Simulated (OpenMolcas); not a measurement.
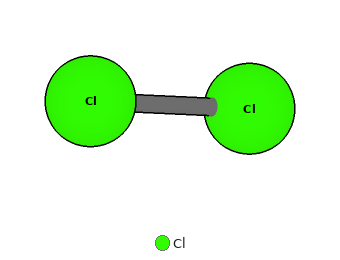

The molecule at the reference distance of 2.024 Å.

# Run report: Cl₂, relativistic diatomic calculation (part 1 of 2)

- system: Cl₂.
- method: SA-CASSCF(10,6)/XMS-CASPT2 + RASSI spin-orbit (X2C scalar, AMFI), ANO-RCC-VTZP (OpenMolcas)

### Results in brief

- outcome: converged; components of a degenerate state are split by 110 cm⁻¹
- lowest spin-free state: ¹Σ
- lowest spin-orbit level: Ω = 0, −922.22100 hartree
- next level: Ω = 2, 24,586 cm⁻¹
- hardware: 1 thread of Intel Xeon (Emerald Rapids), 360 GiB of memory available, shared host
- wall time: 16 s
- peak memory: 0.18 GiB

### Notes

To bear in mind: the two components of ¹Δ at 7.19 eV, degenerate in CASSCF as they must be, are split by 110 cm⁻¹ in XMS-CASPT2, an artefact that passes into its spin-orbit levels.

### The input
```
&GATEWAY
Coord
2
angstrom
Cl 0.0 0.0 0.0
Cl 0.0 0.0 2.0240
Basis=ANO-RCC-VTZP
Group=XY
RX2C
AMFI
ANGMom
0.0 0.0 0.0
RICD
&SEWARD
&GUESSORB
&RASSCF
FileOrb=$CurrDir/o11.orb
Symmetry=1
Spin=1
nActEl=10 0 0
Inactive=8 4
RAS2=2 4
CIRoot=3 3 1
Linear
Iterations=120 100
OrbListing=Nothing
PRWF=0.15
>>COPY $Project.RasOrb $CurrDir/o11.orb
>>COPY $Project.rasscf.h5 $CurrDir/r11.h5
&CASPT2
XMultistate=all
Imaginary=0.2
IPEA=0.25
MaxIter=40
>>COPY $Project.JobMix JOB001
&RASSCF
FileOrb=$CurrDir/o32.orb
Symmetry=2
Spin=3
nActEl=10 0 0
Inactive=8 4
RAS2=2 4
CIRoot=4 4 1
Linear
Iterations=120 100
OrbListing=Nothing
PRWF=0.15
>>COPY $Project.RasOrb $CurrDir/o32.orb
>>COPY $Project.rasscf.h5 $CurrDir/r32.h5
&CASPT2
XMultistate=all
Imaginary=0.2
IPEA=0.25
MaxIter=40
>>COPY $Project.JobMix JOB002
&RASSCF
FileOrb=$CurrDir/o12.orb
Symmetry=2
Spin=1
nActEl=10 0 0
Inactive=8 4
RAS2=2 4
CIRoot=4 4 1
Linear
Iterations=120 100
OrbListing=Nothing
PRWF=0.15
>>COPY $Project.RasOrb $CurrDir/o12.orb
>>COPY $Project.rasscf.h5 $CurrDir/r12.h5
&CASPT2
XMultistate=all
Imaginary=0.2
IPEA=0.25
MaxIter=40
>>COPY $Project.JobMix JOB003
&RASSCF
FileOrb=$CurrDir/o31.orb
Symmetry=1
Spin=3
nActEl=10 0 0
Inactive=8 4
RAS2=2 4
CIRoot=2 2 1
Linear
Iterations=120 100
OrbListing=Nothing
PRWF=0.15
>>COPY $Project.RasOrb $CurrDir/o31.orb
>>COPY $Project.rasscf.h5 $CurrDir/r31.h5
&CASPT2
XMultistate=all
Imaginary=0.2
IPEA=0.25
MaxIter=40
>>COPY $Project.JobMix JOB004
&RASSI
Nr of JobIphs=4 3 4 4 2
1 2 3
1 2 3 4
1 2 3 4
1 2
SpinOrbit
EJob
Omega
MEES
MESO
Properties=4
'AngMom' 3 'Mltpl  1' 1 'Mltpl  1' 2 'Mltpl  1' 3
Thrs=1.0d-4
>>COPY $Project.rassi.h5 $CurrDir/so.h5
```

The first orbital files come from an earlier step.

Command:
```bash
pymolcas m.inp (one call a module block, same work directory)
```

### Output (extracts)
```
++    Wave function specifications:
      Number of closed shell electrons          24
      Number of electrons in active shells      10
      Number of inactive orbitals               12
      Number of active orbitals                  6
      Number of secondary orbitals              50
      Spin quantum number                      0.0
      State symmetry                             1
++    Orbital specifications:
      Symmetry species                           1   2
                                                 a   b
      Frozen orbitals                            0   0
      Inactive orbitals                          8   4
      Active orbitals                            2   4
      RAS2 orbitals                              2   4
      Secondary orbitals                        26  24
      Number of basis functions                 36  32
      printout of CI-coefficients larger than  0.15 for root  1
      energy=    -921.837153
      conf/sym  11 2222     Coeff  Weight
            11  20 2222   0.16355 0.02675
            13  02 2222  -0.98479 0.96981
      printout of CI-coefficients larger than  0.15 for root  2
      energy=    -921.572684
      conf/sym  11 2222     Coeff  Weight
             2  22 22ud   0.38601 0.14900
             6  22 2022  -0.26662 0.07108
             9  22 ud22  -0.82784 0.68532
            10  22 0222   0.26662 0.07108
      printout of CI-coefficients larger than  0.15 for root  3
      energy=    -921.572684
      conf/sym  11 2222     Coeff  Weight
             1  22 2220  -0.27295 0.07450
             2  22 22ud   0.15333 0.02351
             4  22 2202   0.27295 0.07450
             6  22 2022   0.58537 0.34266
             9  22 ud22  -0.37705 0.14217
            10  22 0222  -0.58537 0.34266
      Natural orbitals and occupation numbers for root  1
      sym 1:   0.060389   1.946503
      sym 2:   1.996959   1.996959   1.999595   1.999595
      Natural orbitals and occupation numbers for root  2
      sym 1:   2.000000   2.000000
      sym 2:   1.172515   1.172515   1.827485   1.827485
      Natural orbitals and occupation numbers for root  3
      sym 1:   2.000000   2.000000
      sym 2:   1.172515   1.172515   1.827485   1.827485
      RASSCF energy for state  3                   -921.57268395
::    RASSCF root number  1 Total energy:   -921.83715349
::    RASSCF root number  2 Total energy:   -921.57268395
::    RASSCF root number  3 Total energy:   -921.57268395
      Von Neumann Entropy (Root   1) =  0.19551
++    Wave function specifications:
      Number of closed shell electrons           4
      Number of electrons in active shells      10
      Number of inactive orbitals                2
      Number of active orbitals                  6
      Number of secondary orbitals              50
      Spin quantum number                      0.0
      State symmetry                             1
      Number of CSFs                            13
      Number of CASSCF root(s) available         3
      CASPT2 state passed to geometry opt.       3
      A file JOBMIX will be created
      This is a MULTI-STATE CASSCF reference
      Number of CI roots used                    3
      These are:                                 1   2   3
      Off-diagonal elements of Heff are computed
  FINAL CASPT2 RESULT:
      Reference energy:        -921.8371534851
      E2 (Non-variational):      -0.3810391880
      Shift correction:          -0.0027738587
      E2 (Variational):          -0.3838130467
      Total energy:            -922.2209665317
      Reference weight:           0.87045
  FINAL CASPT2 RESULT:
      Reference energy:        -921.5726839483
      E2 (Non-variational):      -0.3809688824
      Shift correction:          -0.0029452716
      E2 (Variational):          -0.3839141540
      Total energy:            -921.9565981023
      Reference weight:           0.86911
  FINAL CASPT2 RESULT:
      Reference energy:        -921.5726839483
      E2 (Non-variational):      -0.3814544252
      Shift correction:          -0.0029610340
      E2 (Variational):          -0.3844154592
      Total energy:            -921.9570994075
      Reference weight:           0.86874
       Total XMS-CASPT2 energies:
::    XMS-CASPT2 Root  1     Total energy:   -922.22096653
::    XMS-CASPT2 Root  2     Total energy:   -921.95709980
::    XMS-CASPT2 Root  3     Total energy:   -921.95659771
++    Wave function specifications:
      Number of closed shell electrons          24
      Number of electrons in active shells      10
      Number of inactive orbitals               12
      Number of active orbitals                  6
      Number of secondary orbitals              50
      Spin quantum number                      1.0
      State symmetry                             2
      printout of CI-coefficients larger than  0.15 for root  1
      energy=    -921.724510
      conf/sym  11 2222     Coeff  Weight
             2  2u 22u2   0.17581 0.03091
             6  u2 2u22   0.46844 0.21944
             8  u2 u222  -0.86052 0.74049
      printout of CI-coefficients larger than  0.15 for root  2
      energy=    -921.724510
      conf/sym  11 2222     Coeff  Weight
             1  2u 222u  -0.17581 0.03091
             6  u2 2u22   0.86052 0.74049
             8  u2 u222   0.46844 0.21944
      printout of CI-coefficients larger than  0.15 for root  3
      energy=    -921.623155
      conf/sym  11 2222     Coeff  Weight
             5  u2 22u2  -0.93883 0.88140
             7  2u u222   0.33315 0.11099
      printout of CI-coefficients larger than  0.15 for root  4
      energy=    -921.623155
      conf/sym  11 2222     Coeff  Weight
             3  2u 2u22  -0.33315 0.11099
             4  u2 222u   0.93883 0.88140
      Natural orbitals and occupation numbers for root  1
      sym 1:   1.040074   1.959926
      sym 2:   1.040074   2.000000   1.959926   2.000000
      Natural orbitals and occupation numbers for root  2
      sym 1:   1.040074   1.959926
      sym 2:   2.000000   1.040074   2.000000   1.959926
      Natural orbitals and occupation numbers for root  3
      sym 1:   1.111839   1.888161
      sym 2:   1.888161   2.000000   1.111839   2.000000
      Natural orbitals and occupation numbers for root  4
      sym 1:   1.111839   1.888161
      sym 2:   2.000000   1.888161   2.000000   1.111839
      RASSCF energy for state  4                   -921.62315462
::    RASSCF root number  1 Total energy:   -921.72450958
::    RASSCF root number  2 Total energy:   -921.72450958
::    RASSCF root number  3 Total energy:   -921.62315462
::    RASSCF root number  4 Total energy:   -921.62315462
      Von Neumann Entropy (Root   1) =  1.03835
++    Wave function specifications:
      Number of closed shell electrons           4
      Number of electrons in active shells      10
      Number of inactive orbitals                2
      Number of active orbitals                  6
      Number of secondary orbitals              50
      Spin quantum number                      1.0
      State symmetry                             2
      Number of CSFs                             8
      Number of CASSCF root(s) available         4
      CASPT2 state passed to geometry opt.       4
      A file JOBMIX will be created
      This is a MULTI-STATE CASSCF reference
      Number of CI roots used                    4
      These are:                                 1   2   3   4
      Off-diagonal elements of Heff are computed
  FINAL CASPT2 RESULT:
      Reference energy:        -921.7245095845
      E2 (Non-variational):      -0.3802358288
      Shift correction:          -0.0029048080
      E2 (Variational):          -0.3831406367
      Total energy:            -922.1076502213
      Reference weight:           0.86971
  FINAL CASPT2 RESULT:
      Reference energy:        -921.7245095845
      E2 (Non-variational):      -0.3802358479
      Shift correction:          -0.0029048107
      E2 (Variational):          -0.3831406586
      Total energy:            -922.1076502431
      Reference weight:           0.86971
  FINAL CASPT2 RESULT:
      Reference energy:        -921.6231546181
      E2 (Non-variational):      -0.3791407109
      Shift correction:          -0.0031327893
      E2 (Variational):          -0.3822735003
      Total energy:            -922.0054281184
      Reference weight:           0.86863
  FINAL CASPT2 RESULT:
      Reference energy:        -921.6231546181
      E2 (Non-variational):      -0.3791407297
      Shift correction:          -0.0031327943
      E2 (Variational):          -0.3822735240
      Total energy:            -922.0054281421
      Reference weight:           0.86863
       Total XMS-CASPT2 energies:
::    XMS-CASPT2 Root  1     Total energy:   -922.10765024
::    XMS-CASPT2 Root  2     Total energy:   -922.10765022
::    XMS-CASPT2 Root  3     Total energy:   -922.00542814
::    XMS-CASPT2 Root  4     Total energy:   -922.00542812
++    Wave function specifications:
      Number of closed shell electrons          24
      Number of electrons in active shells      10
      Number of inactive orbitals               12
      Number of active orbitals                  6
      Number of secondary orbitals              50
      Spin quantum number                      0.0
      State symmetry                             2
      printout of CI-coefficients larger than  0.15 for root  1
      energy=    -921.694964
      conf/sym  11 2222     Coeff  Weight
             4  u2 222d   0.23385 0.05469
             7  2u d222   0.96685 0.93480
      printout of CI-coefficients larger than  0.15 for root  2
      energy=    -921.694964
      conf/sym  11 2222     Coeff  Weight
             3  2u 2d22   0.96685 0.93480
             5  u2 22d2  -0.23385 0.05469
      printout of CI-coefficients larger than  0.15 for root  3
      energy=    -921.609856
      conf/sym  11 2222     Coeff  Weight
             1  2u 222d  -0.91464 0.83657
             8  u2 d222  -0.40295 0.16237
      printout of CI-coefficients larger than  0.15 for root  4
      energy=    -921.609856
      conf/sym  11 2222     Coeff  Weight
             2  2u 22d2   0.91464 0.83657
             6  u2 2d22  -0.40295 0.16237
      Natural orbitals and occupation numbers for root  1
      sym 1:   1.944731   1.055269
      sym 2:   1.055269   2.000000   2.000000   1.944731
      Natural orbitals and occupation numbers for root  2
      sym 1:   1.944731   1.055269
      sym 2:   2.000000   1.055269   1.944731   2.000000
      Natural orbitals and occupation numbers for root  3
      sym 1:   1.837461   1.162539
      sym 2:   1.837461   2.000000   2.000000   1.162539
      Natural orbitals and occupation numbers for root  4
      sym 1:   1.837461   1.162539
      sym 2:   2.000000   1.837461   1.162539   2.000000
      RASSCF energy for state  4                   -921.60985622
::    RASSCF root number  1 Total energy:   -921.69496380
::    RASSCF root number  2 Total energy:   -921.69496380
::    RASSCF root number  3 Total energy:   -921.60985622
::    RASSCF root number  4 Total energy:   -921.60985622
      Von Neumann Entropy (Root   1) =  1.05199
++    Wave function specifications:
      Number of closed shell electrons           4
      Number of electrons in active shells      10
      Number of inactive orbitals                2
      Number of active orbitals                  6
      Number of secondary orbitals              50
      Spin quantum number                      0.0
      State symmetry                             2
      Number of CSFs                             8
      Number of CASSCF root(s) available         4
      CASPT2 state passed to geometry opt.       4
      A file JOBMIX will be created
      This is a MULTI-STATE CASSCF reference
      Number of CI roots used                    4
      These are:                                 1   2   3   4
      Off-diagonal elements of Heff are computed
  FINAL CASPT2 RESULT:
      Reference energy:        -921.6949637980
      E2 (Non-variational):      -0.3856371581
      Shift correction:          -0.0030688703
      E2 (Variational):          -0.3887060284
      Total energy:            -922.0836698264
      Reference weight:           0.86626
  FINAL CASPT2 RESULT:
      Reference energy:        -921.6949637979
      E2 (Non-variational):      -0.3856371284
      Shift correction:          -0.0030688680
      E2 (Variational):          -0.3887059964
      Total energy:            -922.0836697943
      Reference weight:           0.86626
  FINAL CASPT2 RESULT:
      Reference energy:        -921.6098562221
      E2 (Non-variational):      -0.3756537628
      Shift correction:          -0.0030540204
      E2 (Variational):          -0.3787077832
      Total energy:            -921.9885640053
      Reference weight:           0.87016
  FINAL CASPT2 RESULT:
      Reference energy:        -921.6098562220
      E2 (Non-variational):      -0.3756537796
      Shift correction:          -0.0030540228
      E2 (Variational):          -0.3787078024
      Total energy:            -921.9885640244
      Reference weight:           0.87016
       Total XMS-CASPT2 energies:
::    XMS-CASPT2 Root  1     Total energy:   -922.08366983
::    XMS-CASPT2 Root  2     Total energy:   -922.08366979
::    XMS-CASPT2 Root  3     Total energy:   -921.98856402
::    XMS-CASPT2 Root  4     Total energy:   -921.98856401
++    Wave function specifications:
      Number of closed shell electrons          24
      Number of electrons in active shells      10
      Number of inactive orbitals               12
      Number of active orbitals                  6
      Number of secondary orbitals              50
      Spin quantum number                      1.0
      State symmetry                             1
      printout of CI-coefficients larger than  0.15 for root  1
      energy=    -921.608855
      conf/sym  11 2222     Coeff  Weight
             7  uu 2222   0.99683 0.99368
      printout of CI-coefficients larger than  0.15 for root  2
      energy=    -921.585384
      conf/sym  11 2222     Coeff  Weight
             1  22 22uu   0.35604 0.12677
             6  22 uu22  -0.93447 0.87323
      Natural orbitals and occupation numbers for root  1
      sym 1:   1.006321   1.006321
      sym 2:   1.996840   1.996840   1.996840   1.996840
      Natural orbitals and occupation numbers for root  2
      sym 1:   2.000000   2.000000
      sym 2:   1.126765   1.126765   1.873235   1.873235
      RASSCF energy for state  2                   -921.58538365
::    RASSCF root number  1 Total energy:   -921.60885502
::    RASSCF root number  2 Total energy:   -921.58538365
      Von Neumann Entropy (Root   1) =  1.00628
++    Wave function specifications:
      Number of closed shell electrons           4
      Number of electrons in active shells      10
      Number of inactive orbitals                2
      Number of active orbitals                  6
      Number of secondary orbitals              50
      Spin quantum number                      1.0
      State symmetry                             1
      Number of CSFs                             7
      Number of CASSCF root(s) available         2
      CASPT2 state passed to geometry opt.       2
      A file JOBMIX will be created
      This is a MULTI-STATE CASSCF reference
      Number of CI roots used                    2
      These are:                                 1   2
      Off-diagonal elements of Heff are computed
  FINAL CASPT2 RESULT:
      Reference energy:        -921.6088550222
      E2 (Non-variational):      -0.3661864620
      Shift correction:          -0.0025791192
      E2 (Variational):          -0.3687655812
      Total energy:            -921.9776206033
      Reference weight:           0.87702
  FINAL CASPT2 RESULT:
      Reference energy:        -921.5853836481
      E2 (Non-variational):      -0.3820561532
      Shift correction:          -0.002947315SPIN-FREE ENERGIES:
  (Shifted by EMIN (a.u.) =       -922.2209665317)
 SF State       Relative EMIN(au)   Rel lowest level(eV)    D:o, cm**(-1)      Abs_M
     1             0.0000000000        0.0000000000              0.0000         0.0
     4             0.1133162886        3.0834932970          24870.0507         1.0
     5             0.1133163105        3.0834938931          24870.0555         1.0
     8             0.1372967054        3.7360336800          30133.1438         1.0
     9             0.1372967375        3.7360345535          30133.1508         1.0
     6             0.2155383896        5.8650983705          47305.2086         1.0
     7             0.2155384134        5.8650990166          47305.2138         1.0
    10             0.2324025073        6.3239943918          51006.4546         1.0
    11             0.2324025264        6.3239949110          51006.4588         1.0
    12             0.2433459284        6.6217800494          53408.2579         0.0
    13             0.2505794153        6.8186132548          54995.8248         0.0
     2             0.2638667357        7.1801796621          57912.0545         2.0
     3             0.2643688180        7.1938420183          58022.2489         2.0
```

(Continued in part 2.)
